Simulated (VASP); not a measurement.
# A VASP study of RbSnICl2 (AM05): structure first, properties next, part 2 of 5

Wanted: the relaxed cell of RbSnICl2 and its properties. The cell is invented: it takes the structure of a Materials Project entry for RbSnBr3 (space group 1 there), with some of its atoms replaced by other elements, volume scaled by an estimate. It may not be a known or stable phase.

VASP 6.6.1; AM05; plane waves and PAW (I, Sn_d, Rb_sv, Cl); invented cell.

So far: The starting structure; Rough relaxation of the start cell.

### Step 3. Full relaxation (AM05)

Properties are meant for the cell that this level of theory prefers, so cell and atoms are relaxed first (ISIF = 3) until forces and stress are small; EDIFFG sets the threshold.

Input file INCAR:

```
SYSTEM = RbSnICl2
PREC = Accurate
ENCUT = 400
EDIFF = 1E-06
NELM = 100
ISMEAR = 0
SIGMA = 0.05
LREAL = .FALSE.
ALGO = Normal
GGA = AM
NBANDS = 28
LORBIT = 11
LWAVE = .FALSE.
LCHARG = .FALSE.
KPAR = 2
IBRION = 2
NSW = 60
ISIF = 3
EDIFFG = -0.01
```

Input file POSCAR:

```
RbSnICl2
1.0
    5.5859644187     -0.0236591336      0.0066626209
   -0.0503286582      6.2135324020      0.0808780233
   -0.0947684301     -0.1976001218      5.5898991278
I Sn Rb Cl
1 1 1 2
Direct
    0.4954597793      0.9722577830      0.5207885331
    0.4851101349      0.4703628528      0.5145468654
    0.9862119207      0.1262241064      0.0052909185
    0.4831259409      0.4438594476      0.0174609628
    0.0037472242      0.4586198102      0.5117157202
```

Input file KPOINTS:

```
Automatic mesh
0
Gamma
4 3 4
0 0 0
```

The projector-augmented-wave data sets are I, Sn_d, Rb_sv and Cl (PBE family, release 64).

Run with:

```
> mpirun -np 2 vasp_std
```

The log of the run:

```text
[banner, memory and clock lines left out]
running    2 mpi-ranks, on    1 nodes
 distrk:  each k-point on    1 cores,    2 groups
 distr:  one band on    1 cores,    1 groups

 POSCAR found type information on POSCAR I SnRbCl
 POSCAR found :  4 types and       5 ions
 [... a notice as in an earlier step ...]

 LDA part: xc-table for (Slater+PW92), standard interpolation
 POSCAR, INCAR and KPOINTS ok, starting setup
 FFT: planning ... GRIDC
 FFT: planning ... GRID_SOFT
 FFT: planning ... GRID
 WAVECAR not read
 entering main loop
       N       E                     dE             d eps       ncg     rms          rms(c)
DAV:   1     0.343460482236E+03    0.34346E+03   -0.16788E+04  1456   0.125E+03
DAV:   2     0.254530374298E+02   -0.31801E+03   -0.30692E+03  1768   0.300E+02
DAV:   3    -0.144973830955E+02   -0.39950E+02   -0.39678E+02  1720   0.122E+02
DAV:   4    -0.167206541161E+02   -0.22233E+01   -0.22168E+01  2364   0.296E+01
DAV:   5    -0.167628752618E+02   -0.42221E-01   -0.42187E-01  2048   0.314E+00    0.603E+00
DAV:   6    -0.162046727985E+02    0.55820E+00   -0.11140E+00  2140   0.627E+00    0.362E+00
DAV:   7    -0.161820306173E+02    0.22642E-01   -0.40840E-01  2040   0.298E+00    0.156E+00
DAV:   8    -0.161961351025E+02   -0.14104E-01   -0.49441E-02  1720   0.150E+00    0.253E-01
DAV:   9    -0.161987883085E+02   -0.26532E-02   -0.77300E-03  1996   0.541E-01    0.121E-01
DAV:  10    -0.162002073281E+02   -0.14190E-02   -0.15089E-03  1640   0.192E-01    0.664E-02
DAV:  11    -0.162008332050E+02   -0.62588E-03   -0.73197E-04  1844   0.156E-01    0.192E-02
DAV:  12    -0.162008607604E+02   -0.27555E-04   -0.50596E-05  2064   0.369E-02    0.138E-02
DAV:  13    -0.162008700789E+02   -0.93185E-05   -0.68316E-06  1492   0.135E-02    0.450E-03
DAV:  14    -0.162008718760E+02   -0.17971E-05   -0.10744E-06  1464   0.614E-03    0.188E-03
DAV:  15    -0.162008723433E+02   -0.46725E-06   -0.46509E-07  1100   0.441E-03
   1 F= -.16200872E+02 E0= -.16200872E+02  d E =-.162009E+02
 curvature:   0.00 expect dE= 0.000E+00 dE for cont linesearch  0.000E+00
 trial: gam= 0.00000 g(F)=  0.101E-02 g(S)=  0.108E-02 ort = 0.000E+00 (trialstep = 0.100E+01)
 search vector abs. value=  0.209E-02
 bond charge predicted
       N       E                     dE             d eps       ncg     rms          rms(c)
DAV:   1    -0.162043866920E+02   -0.35148E-02   -0.26259E-01  1548   0.282E+00    0.294E-01
DAV:   2    -0.162036281858E+02    0.75851E-03   -0.11750E-02  1940   0.777E-01    0.156E-01
DAV:   3    -0.162028888283E+02    0.73936E-03   -0.12632E-03  2224   0.267E-01    0.709E-02
DAV:   4    -0.162027819840E+02    0.10684E-03   -0.32938E-04  1976   0.143E-01    0.292E-02
DAV:   5    -0.162027795230E+02    0.24610E-05   -0.48969E-05  2028   0.451E-02    0.137E-02
DAV:   6    -0.162027801487E+02   -0.62575E-06   -0.61378E-06  1652   0.165E-02
   2 F= -.16202780E+02 E0= -.16202780E+02  d E =-.190781E-02
[... from here on, the cycles between the ionic steps are left out ...]
   3 F= -.16206354E+02 E0= -.16206354E+02  d E =-.548183E-02
   4 F= -.16203986E+02 E0= -.16203986E+02  d E =-.311410E-02
   5 F= -.16206966E+02 E0= -.16206966E+02  d E =-.609324E-02
   6 F= -.16208848E+02 E0= -.16208848E+02  d E =-.188217E-02
   7 F= -.16210178E+02 E0= -.16210178E+02  d E =-.321273E-02
   8 F= -.16211604E+02 E0= -.16211604E+02  d E =-.142543E-02
   9 F= -.16211761E+02 E0= -.16211761E+02  d E =-.158262E-02
  10 F= -.16212115E+02 E0= -.16212115E+02  d E =-.193689E-02
  11 F= -.16213668E+02 E0= -.16213668E+02  d E =-.155254E-02
  12 F= -.16215733E+02 E0= -.16215733E+02  d E =-.361756E-02
  13 F= -.16216415E+02 E0= -.16216415E+02  d E =-.682507E-03
  14 F= -.16216635E+02 E0= -.16216635E+02  d E =-.902635E-03
  15 F= -.16217184E+02 E0= -.16217184E+02  d E =-.548357E-03
  16 F= -.16217768E+02 E0= -.16217768E+02  d E =-.113309E-02
  17 F= -.16217570E+02 E0= -.16217570E+02  d E =-.934908E-03
  18 F= -.16217934E+02 E0= -.16217934E+02  d E =-.129820E-02
  19 F= -.16218361E+02 E0= -.16218361E+02  d E =-.426942E-03
  20 F= -.16219031E+02 E0= -.16219031E+02  d E =-.109695E-02
  21 F= -.16219055E+02 E0= -.16219055E+02  d E =-.112100E-02
  22 F= -.16219438E+02 E0= -.16219438E+02  d E =-.382958E-03
  23 F= -.16219656E+02 E0= -.16219656E+02  d E =-.601196E-03
  24 F= -.16219670E+02 E0= -.16219670E+02  d E =-.615177E-03
  25 F= -.16219936E+02 E0= -.16219936E+02  d E =-.266619E-03
  26 F= -.16219994E+02 E0= -.16219994E+02  d E =-.323777E-03
  27 F= -.16220290E+02 E0= -.16220290E+02  d E =-.296835E-03
  28 F= -.16220501E+02 E0= -.16220501E+02  d E =-.507394E-03
 curvature:  -7.97 expect dE=-0.591E-03 dE for cont linesearch -0.205E-06
 trial: gam= 0.45561 g(F)=  0.179E-04 g(S)=  0.562E-04 ort = 0.356E-05 (trialstep = 0.277E+01)
 search vector abs. value=  0.180E-03
 bond charge predicted
       N       E                     dE             d eps       ncg     rms          rms(c)
DAV:   1    -0.162209492464E+02   -0.44911E-03   -0.15256E-01  1528   0.200E+00    0.181E-01
DAV:   2    -0.162209468863E+02    0.23601E-05   -0.65450E-03  1992   0.659E-01    0.943E-02
DAV:   3    -0.162206842820E+02    0.26260E-03   -0.37833E-04  2308   0.166E-01    0.473E-02
DAV:   4    -0.162206211540E+02    0.63128E-04   -0.18168E-04  2008   0.118E-01    0.130E-02
DAV:   5    -0.162206240150E+02   -0.28610E-05   -0.38931E-05  1736   0.421E-02    0.108E-02
DAV:   6    -0.162206244203E+02   -0.40531E-06   -0.32658E-06  1548   0.103E-02
  29 F= -.16220624E+02 E0= -.16220624E+02  d E =-.123473E-03
 trial-energy change:   -0.000123  1 .order   -0.000125   -0.000209   -0.000040
 step:   3.4134(harm=  3.4134)  dis= 0.00369  next Energy=   -16.220630 (dE=-0.129E-03)
 reached required accuracy - stopping structural energy minimisation
```

Wall time 9.8 min (2 MPI ranks of AMD EPYC 9R14 (Zen 4), shared host); peak memory 0.54 GiB.

OUTCAR, selected parts (step 3):

```text
  LATTYP: Found a triclinic cell.
 ALAT       =     8.3045444015
 B/A-ratio  =     0.6726459906
 C/A-ratio  =     1.0178814125
 COS(alpha) =     0.0012675580
 COS(beta)  =     0.5619457460
 COS(gamma) =     0.6634283117

The static configuration has the point symmetry C_1 .

 Found     26 irreducible k-points:

   k-points           NKPTS =     26   k-points in BZ     NKDIM =     26   number of bands    NBANDS=     28

   dimension x,y,z NGX =    36 NGY =   42 NGZ =   36
   dimension x,y,z NGXF=    72 NGYF=   84 NGZF=   72

   ENCUT  =  400.0 eV  29.40 Ry    5.42 a.u.   9.11 10.13  9.12*2*pi/ulx,y,z

   NELECT =      44.0000    total number of electrons

 E-fermi :   1.3733

 k-point     1 :       0.0000    0.0000    0.0000
  band No.  band energies     occupation
    ...
     18      -1.3347      2.00000
     19      -1.3059      2.00000
     20      -0.8442      2.00000
     21      -0.3201      2.00000
     22      -0.3145      2.00000
     23       4.5385      0.00000
     24       6.2197      0.00000
     25       6.2504      0.00000
     26       6.4154      0.00000
     27       6.6027      0.00000
    ...

 k-point     2 :       0.2500    0.0000   -0.0000
  band No.  band energies     occupation
    ...
     18      -1.4073      2.00000
     19      -1.1128      2.00000
     20      -0.9553      2.00000
     21      -0.4319      2.00000
     22      -0.3228      2.00000
     23       5.0696      0.00000
     24       5.3628      0.00000
     25       6.2373      0.00000
     26       6.3809      0.00000
     27       6.5280      0.00000
    ...

  Total        0.0043830      0.0079418     -0.0082710      0.0031145      0.0053435      0.0075506
  in kB        0.0350216      0.0634569     -0.0660870      0.0248858      0.0426960      0.0603315
  external PRESSURE =       0.0107972 kB  Pullay stress =       0.0000000 kB

  energy-cutoff  :      400.00
  volume of cell :      200.52
      direct lattice vectors                 reciprocal lattice vectors
     5.664871433 -0.084586505  0.050977086     0.176559821  0.003275191  0.001733113
    -0.116447986  6.247144314  0.057380065     0.002333623  0.160059131  0.006261020
    -0.051511593 -0.220848847  5.665065037    -0.001612410 -0.001650672  0.176441468

 POSITION                                       TOTAL-FORCE (eV/Angst)
 -----------------------------------------------------------------------------------
      2.66886      5.93238      3.00322        -0.001106      0.007019      0.006316
      2.63493      2.81942      2.88989        -0.006488     -0.001466      0.003679
      5.50953      0.77621      0.07734         0.002238      0.004070     -0.008456
      2.68898      2.71393      0.28102        -0.001834     -0.006075      0.002012
      0.02869      2.64254      2.90844         0.007191     -0.003548     -0.003551
 -----------------------------------------------------------------------------------
    total drift:                               -0.000557     -0.000810      0.000914

  FREE ENERGIE OF THE ION-ELECTRON SYSTEM (eV)
  ---------------------------------------------------
  free  energy   TOTEN  =       -16.2206244203 eV

  energy  without entropy=      -16.2206244203  energy(sigma->0) =      -16.22062442

 reached required accuracy - stopping structural energy minimisation

 total charge
# of ion       s       p       d       tot
------------------------------------------
    1        1.506   2.782   0.011   4.299
    2        1.408   0.614  10.003  12.025
    3        1.932   5.350   0.014   7.296
    4        1.589   3.500   0.000   5.089
    5        1.589   3.500   0.000   5.089
--------------------------------------------------
tot          8.024  15.746  10.027  33.798

[... 1 part as in an earlier step ...]

[... 7 further parts left out ...]
```

CONTCAR:

```
RbSnICl2
   1.00000000000000
     5.6648714334632508   -0.0845865051364664    0.0509770855476986
    -0.1164479863394373    6.2471443143650180    0.0573800654631829
    -0.0515115931837324   -0.2208488472205982    5.6650650365977047
  I               Sn              Rb              Cl
     1     1     1     2
Direct
     0.4958486203175616    0.9745628223056456    0.5157972470735064
     0.4794662075423156    0.4755166829060554    0.5009945316077762
     0.9754371652654262    0.1375808147350198    0.0034817218650859
     0.4841416124470893    0.4424240539324211    0.0407683808633796
     0.0187613944276048    0.4412396261208607    0.5087611185902596
```

The gap is read on the k-mesh alone, so it is an upper bound where the band edges lie off the mesh. The PAW data sets were made with PBE, which is usual practice but a small mismatch for other functionals.

Relaxation path (22 of 29):

| step | energy less that of the first step (eV) | largest force (eV/Å) | pressure (GPa) | volume (Å³) |
| --- | --- | --- | --- | --- |
| 1 | 0.0000 | 0.0892 | 0.03 | 194.10 |
| 2 | -0.0019 | 0.0873 | 0.01 | 194.34 |
| 4 | -0.0031 | 0.0765 | -0.10 | 196.38 |
| 5 | -0.0061 | 0.0802 | -0.06 | 195.46 |
| 6 | -0.0080 | 0.0647 | 0.01 | 195.12 |
| 8 | -0.0107 | 0.0462 | 0.03 | 195.71 |
| 9 | -0.0109 | 0.0721 | -0.14 | 198.12 |
| 10 | -0.0112 | 0.0601 | -0.07 | 197.06 |
| 12 | -0.0149 | 0.0533 | 0.05 | 198.09 |
| 13 | -0.0155 | 0.0427 | -0.01 | 199.13 |
| 14 | -0.0158 | 0.0469 | -0.08 | 200.31 |
| 16 | -0.0169 | 0.0379 | -0.04 | 200.51 |
| 17 | -0.0167 | 0.0703 | 0.08 | 200.75 |
| 18 | -0.0171 | 0.0404 | 0.01 | 200.59 |
| 20 | -0.0182 | 0.0288 | -0.03 | 200.92 |
| 21 | -0.0182 | 0.0299 | -0.03 | 200.98 |
| 22 | -0.0186 | 0.0235 | 0.00 | 200.76 |
| 24 | -0.0188 | 0.0262 | 0.04 | 200.42 |
| 25 | -0.0191 | 0.0247 | -0.01 | 200.82 |
| 26 | -0.0191 | 0.0270 | -0.04 | 201.09 |
| 28 | -0.0196 | 0.0104 | 0.01 | 200.52 |
| 29 | -0.0198 | 0.0096 | 0.00 | 200.52 |

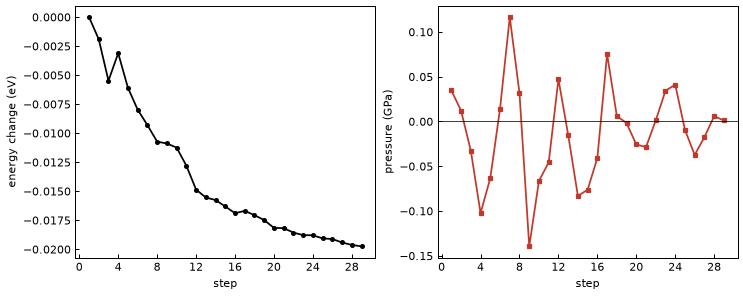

Energy and pressure along the relaxation.

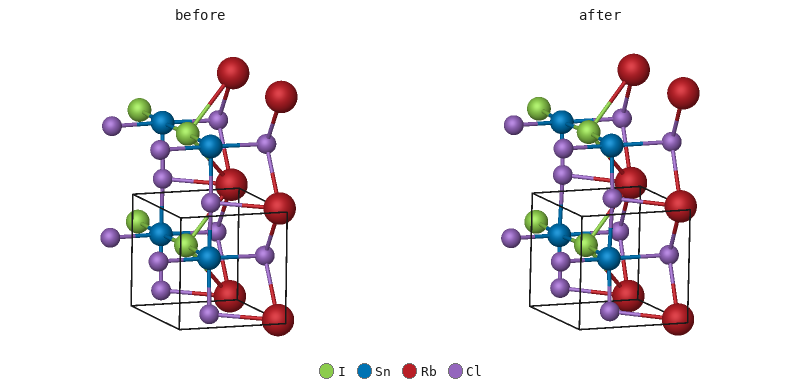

Before and after, at one scale.

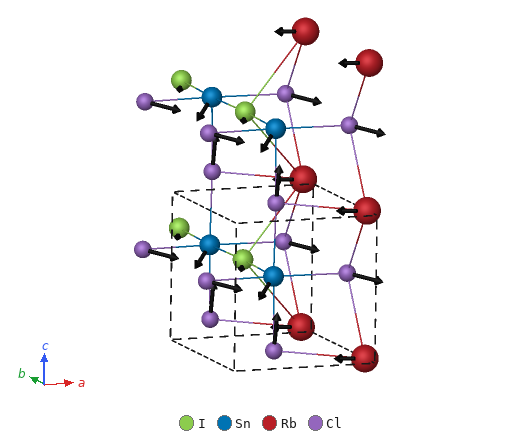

Displacements in the relaxation, exaggerated, measured against the changing cell; the longest in the cell stands for 0.14 Å. 1×2×2 cells are drawn. Some periodic images of atoms are drawn too.

| cell as run | before | after | change |
| --- | --- | --- | --- |
| a (Å) | 5.586 | 5.666 | +1.4 % |
| b (Å) | 6.214 | 6.248 | +0.6 % |
| c (Å) | 5.594 | 5.670 | +1.3 % |
| α (°) | 91.27 | 91.70 | +0.5 % |
| β (°) | 90.89 | 89.97 | -1.0 % |
| γ (°) | 90.71 | 91.92 | +1.3 % |
| volume (Å³/atom) | 38.82 | 40.10 | +3.3 % |

The atoms that moved most (Å, as changes of fractional coordinates times the final cell):

| atom | dx | dy | dz | length |
| --- | --- | --- | --- | --- |
| Cl5 | 0.087 | -0.109 | -0.017 | 0.141 |
| Cl4 | 0.005 | -0.014 | 0.132 | 0.133 |
| Rb3 | -0.062 | 0.072 | -0.010 | 0.096 |
| Sn2 | -0.032 | 0.036 | -0.077 | 0.090 |
| I1 | 0.002 | 0.015 | -0.028 | 0.032 |

The relaxed structure:

```
I Sn Rb Cl
1.0
     5.66487   -0.08459    0.05098
    -0.11645    6.24714    0.05738
    -0.05151   -0.22085    5.66507
I Sn Rb Cl
1 1 1 2
Direct
  0.49585 0.97456 0.51580
  0.47947 0.47552 0.50099
  0.97544 0.13758 0.00348
  0.48414 0.44242 0.04077
  0.01876 0.44124 0.50876
```

A gap read on the k-mesh alone can miss the band edges.

This step gave:

- electrons: 44
- bands: 28
- irreducible k points: 26
- symmetry operations: 1
- free energy (TOTEN): -16.22 eV
- Fermi energy: 1.373 eV
- pressure: 0.001080 GPa
- metallic: no
- valence top at k: 0.5, 0.3333, 0.5
- conduction bottom at k: 0.5, 0.3333, 0.5
- least direct gap at k: 0.5, 0.3333, 0.5
- SCF cycles over all ionic steps: 208
- gap on the k-mesh: 2.074 eV
- least direct gap on the k-mesh: 2.074 eV

It ends with a largest force of 0.010 eV/Å and a pressure of 0.00 GPa.

### Step 4. Second relaxation

A relaxation keeps the plane waves of the cell it began with, so it is repeated from the new cell, on a basis made for it.

INCAR is that of step 3.

Input file POSCAR:

```
RbSnICl2
1.0
    5.6648714335     -0.0845865051      0.0509770855
   -0.1164479863      6.2471443144      0.0573800655
   -0.0515115932     -0.2208488472      5.6650650366
I Sn Rb Cl
1 1 1 2
Direct
    0.4958486203      0.9745628223      0.5157972471
    0.4794662075      0.4755166829      0.5009945316
    0.9754371653      0.1375808147      0.0034817219
    0.4841416124      0.4424240539      0.0407683809
    0.0187613944      0.4412396261      0.5087611186
```

KPOINTS is that of step 3.

Run with:

```
> mpirun -np 2 vasp_std
```

The log of the run:

```text
[... set-up lines as in an earlier step ...]
 entering main loop
       N       E                     dE             d eps       ncg     rms          rms(c)
DAV:   1     0.340183344108E+03    0.34018E+03   -0.16660E+04  1456   0.124E+03
DAV:   2     0.264383278312E+02   -0.31375E+03   -0.30384E+03  1724   0.296E+02
DAV:   3    -0.144757463833E+02   -0.40914E+02   -0.40622E+02  1760   0.123E+02
DAV:   4    -0.167454465217E+02   -0.22697E+01   -0.22639E+01  2336   0.292E+01
DAV:   5    -0.167841317982E+02   -0.38685E-01   -0.38665E-01  2044   0.308E+00    0.608E+00
DAV:   6    -0.162229456249E+02    0.56119E+00   -0.11071E+00  2156   0.647E+00    0.372E+00
DAV:   7    -0.162010265695E+02    0.21919E-01   -0.41649E-01  2008   0.306E+00    0.159E+00
DAV:   8    -0.162160981838E+02   -0.15072E-01   -0.49802E-02  1728   0.153E+00    0.261E-01
DAV:   9    -0.162193515411E+02   -0.32534E-02   -0.84030E-03  2024   0.577E-01    0.126E-01
DAV:  10    -0.162210639223E+02   -0.17124E-02   -0.15978E-03  1620   0.199E-01    0.675E-02
DAV:  11    -0.162218847352E+02   -0.82081E-03   -0.79978E-04  1904   0.163E-01    0.218E-02
DAV:  12    -0.162219223711E+02   -0.37636E-04   -0.56752E-05  2028   0.378E-02    0.137E-02
DAV:  13    -0.162219398069E+02   -0.17436E-04   -0.12415E-05  1664   0.187E-02    0.443E-03
DAV:  14    -0.162219415965E+02   -0.17897E-05   -0.10589E-06  1484   0.582E-03    0.299E-03
DAV:  15    -0.162219423305E+02   -0.73398E-06   -0.69384E-07  1104   0.512E-03
   1 F= -.16221942E+02 E0= -.16221942E+02  d E =-.162219E+02
 curvature:   0.00 expect dE= 0.000E+00 dE for cont linesearch  0.000E+00
 trial: gam= 0.00000 g(F)=  0.176E-04 g(S)=  0.507E-05 ort = 0.000E+00 (trialstep = 0.100E+01)
 search vector abs. value=  0.227E-04
 reached required accuracy - stopping structural energy minimisation
```

Elapsed: 48 s, on 2 MPI ranks; peak memory 0.55 GiB; 93 s of CPU time.

Parts of OUTCAR (step 4):

```text
  LATTYP: Found a triclinic cell.
 ALAT       =     8.5606823915
 B/A-ratio  =     0.6622839136
 C/A-ratio  =     0.6618318480
 COS(alpha) =     0.0004875962
 COS(beta)  =     0.0247579783
 COS(gamma) =     0.6838889419

The static configuration has the point symmetry C_1 .

 Found     26 irreducible k-points:

   dimension x,y,z NGX =    40 NGY =   42 NGZ =   40
   dimension x,y,z NGXF=    80 NGYF=   84 NGZF=   80

   ENCUT  =  400.0 eV  29.40 Ry    5.42 a.u.   9.24 10.19  9.25*2*pi/ulx,y,z

   NELECT =      44.0000    total number of electrons

 E-fermi :   1.3735

 k-point     1 :       0.0000    0.0000    0.0000
  band No.  band energies     occupation
    ...
     18      -1.3349      2.00000
     19      -1.3061      2.00000
     20      -0.8443      2.00000
     21      -0.3200      2.00000
     22      -0.3145      2.00000
     23       4.5383      0.00000
     24       6.2197      0.00000
     25       6.2504      0.00000
     26       6.4153      0.00000
     27       6.6027      0.00000
    ...

 k-point     2 :       0.2500   -0.0000   -0.0000
  band No.  band energies     occupation
    ...
     18      -1.4076      2.00000
     19      -1.1129      2.00000
     20      -0.9552      2.00000
     21      -0.4320      2.00000
     22      -0.3228      2.00000
     23       5.0694      0.00000
     24       5.3626      0.00000
     25       6.2373      0.00000
     26       6.3808      0.00000
     27       6.5280      0.00000
    ...

  Total        0.0084864      0.0146580      0.0006351      0.0006807      0.0047916      0.0097826
  in kB        0.0678084      0.1171215      0.0050750      0.0054388      0.0382863      0.0781654
  external PRESSURE =       0.0633350 kB  Pullay stress =       0.0000000 kB

  energy-cutoff  :      400.00
  volume of cell :      200.52
      direct lattice vectors                 reciprocal lattice vectors
     5.664871434 -0.084586505  0.050977085     0.176559821  0.003275191  0.001733113
    -0.116447986  6.247144314  0.057380066     0.002333623  0.160059131  0.006261020
    -0.051511593 -0.220848847  5.665065037    -0.001612410 -0.001650672  0.176441468

 POSITION                                       TOTAL-FORCE (eV/Angst)
 -----------------------------------------------------------------------------------
      2.66886      5.93238      3.00322        -0.000848      0.007062      0.006437
      2.63493      2.81942      2.88989        -0.006350     -0.001501      0.003050
      5.50953      0.77621      0.07734         0.002204      0.004319     -0.008268
      2.68898      2.71393      0.28102        -0.002228     -0.006251      0.002550
      0.02869      2.64254      2.90844         0.007221     -0.003629     -0.003770
 -----------------------------------------------------------------------------------
    total drift:                               -0.000650     -0.000485     -0.000487

  FREE ENERGIE OF THE ION-ELECTRON SYSTEM (eV)
  ---------------------------------------------------
  free  energy   TOTEN  =       -16.2219423305 eV

  energy  without entropy=      -16.2219423305  energy(sigma->0) =      -16.22194233

 total charge
# of ion       s       p       d       tot
------------------------------------------
    1        1.506   2.782   0.011   4.299
    2        1.408   0.614  10.003  12.025
    3        1.932   5.350   0.014   7.296
    4        1.589   3.500   0.000   5.089
    5        1.589   3.500   0.000   5.089
--------------------------------------------------
tot          8.024  15.747  10.027  33.798

[... 3 parts as in an earlier step ...]

[... 7 further parts left out ...]
```

Little changed from the start: no atom moved by 0.005 Å and no cell edge by 0.1 %.

Numbers from this step:

```yaml
pressure: 0.006333 GPa
scf_cycles_over_all_ionic_steps: 15
```

It ends with a largest force of 0.010 eV/Å and a pressure of 0.01 GPa. The volume moved by under 0.01 %: the run met its threshold at the first step.

[end of part 2 of 5]

[Lines on the potential files, build, host, timing and source positions are cut from VASP's logs without a mark.]

[Logs are printed without paths, hosts, clocks, repeated set-up lines and the standing remarks that a program may print on its own settings, such as how far it seeks lower states.]

[Hosts, paths, dates, database ids (printed as entryN), source tags and the programs' standing remarks are cut or masked in the printed files.]

[A measured line is paired with the nearest computed mode of its activity, which favours agreement.]
